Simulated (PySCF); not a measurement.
## Electronic structure of C3H11PSi2 in real space

```json
{"atom": "C", "x (Å)": "-0.5412", "y (Å)": "-1.9372", "z (Å)": "-0.5208"}
{"atom": "C", "x (Å)": "-0.8250", "y (Å)": "-0.7170", "z (Å)": "0.3422"}
{"atom": "Si", "x (Å)": "-1.4794", "y (Å)": "0.8625", "z (Å)": "-0.5425"}
{"atom": "C", "x (Å)": "-0.0943", "y (Å)": "1.8465", "z (Å)": "0.3520"}
{"atom": "Si", "x (Å)": "0.7101", "y (Å)": "0.2315", "z (Å)": "1.0264"}
{"atom": "P", "x (Å)": "2.5809", "y (Å)": "-0.4800", "z (Å)": "0.0081"}
{"atom": "H", "x (Å)": "-1.4533", "y (Å)": "-2.3109", "z (Å)": "-0.9846"}
{"atom": "H", "x (Å)": "0.1648", "y (Å)": "-1.6899", "z (Å)": "-1.3134"}
{"atom": "H", "x (Å)": "-0.1056", "y (Å)": "-2.7405", "z (Å)": "0.0725"}
{"atom": "H", "x (Å)": "-1.4880", "y (Å)": "-1.0195", "z (Å)": "1.1547"}
{"atom": "H", "x (Å)": "-2.8462", "y (Å)": "1.2624", "z (Å)": "-0.2061"}
{"atom": "H", "x (Å)": "-1.3080", "y (Å)": "0.8247", "z (Å)": "-1.9960"}
{"atom": "H", "x (Å)": "0.5341", "y (Å)": "2.4596", "z (Å)": "-0.2882"}
{"atom": "H", "x (Å)": "-0.4678", "y (Å)": "2.4974", "z (Å)": "1.1373"}
{"atom": "H", "x (Å)": "0.9446", "y (Å)": "0.1875", "z (Å)": "2.4782"}
{"atom": "H", "x (Å)": "3.3498", "y (Å)": "0.5763", "z (Å)": "0.4608"}
{"atom": "H", "x (Å)": "2.3175", "y (Å)": "0.1587", "z (Å)": "-1.1905"}
```

Geometry: GFN2-xTB.

All numbers below come from CAM-B3LYP/def2-SVPD, SCF density, gas phase (PySCF 2.14.0).

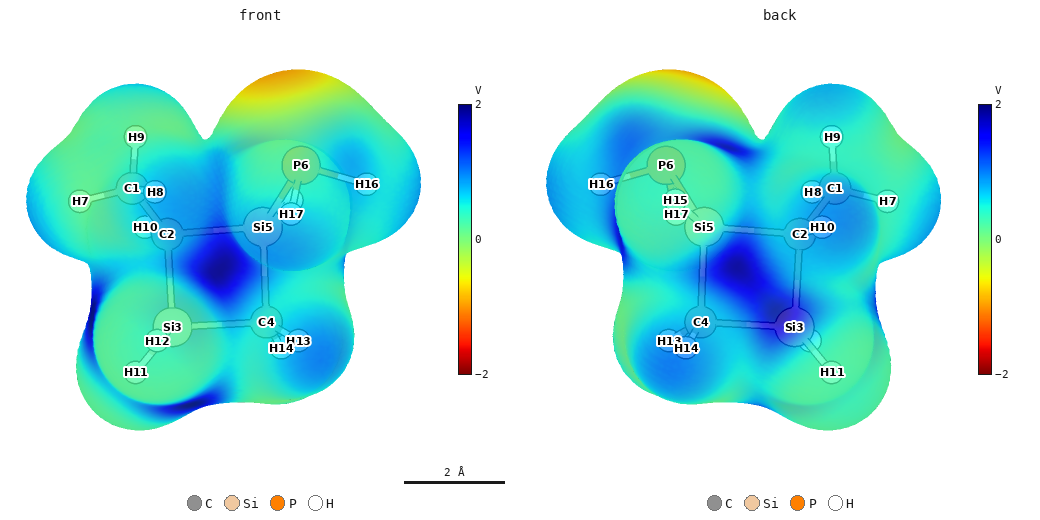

Figure 1. The molecular electrostatic potential painted on the density surface at 0.004 e/bohr³, seen from the front and from behind; the colour scale runs from red (negative) to blue (positive).

### Describe the electrostatic potential map.

The most negative region (about −0.9 V, or −21 kcal/mol for a unit charge) lies over P6, the most positive (about +1.9 V, or +44 kcal/mol for a unit charge) over Si3 and Si5.

### How polar is the molecule by this calculation?

Its dipole moment is 0.85 D.

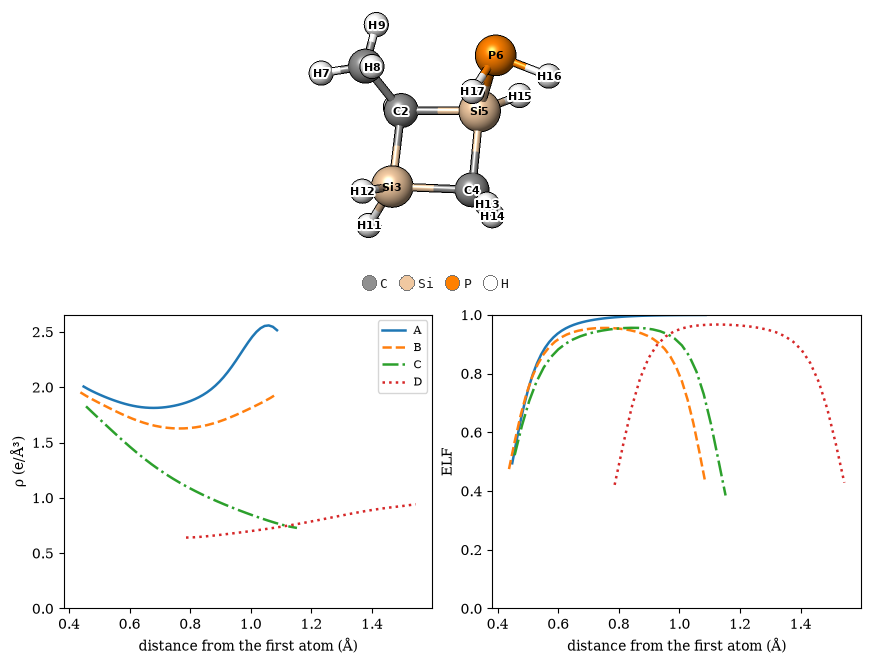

Figure 2. Total electron density and ELF along straight lines between neighbouring atoms. The curves leave out the atomic cores. The structure is drawn too.

### Which curve belongs to which contact (C–C, C–H, C–Si and Si–P)? The first atom named is at distance zero.

Curve A: C–H (1.09 Å): ρ at the midpoint is about 1.9 e/Å³; the ELF climbs to about 1 towards the hydrogen, as it does in any bond to H; an ordinary covalent bond to hydrogen. Curve B: C–C (1.52 Å): ρ at the midpoint is about 1.6 e/Å³; the ELF peaks at about 0.95 between the atoms: a covalent bond. Curve C: C–Si (1.92 Å): ρ is about 0.89 e/Å³ halfway; the ELF peaks at about 0.95 between the atoms; a shared electron pair. Curve D: Si–P (2.25 Å): ρ at the midpoint is about 0.75 e/Å³; the ELF peaks at about 0.95 between the atoms, as expected for a shared electron pair.
